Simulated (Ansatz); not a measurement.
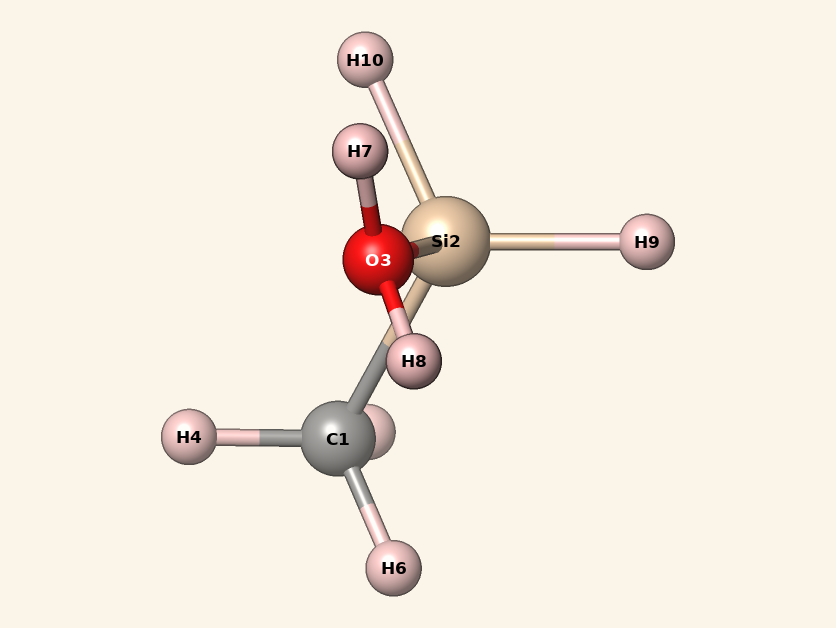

Si2 lies behind O3. The molecule seen a little off the O3–Si2 bond, O3 in front. Depth is shown by fading: the farther an atom, the more it takes the colour of the background. Charge +1, singlet. Computed geometry: PBE-D4/def2-SVP optimisation. No frequency run is at hand to confirm it as a minimum.

> What is the torsion angle H7–O3–Si2–C1? The sign is positive where the front bond must turn clockwise to cover the back bond.

−148°, anticlinal.
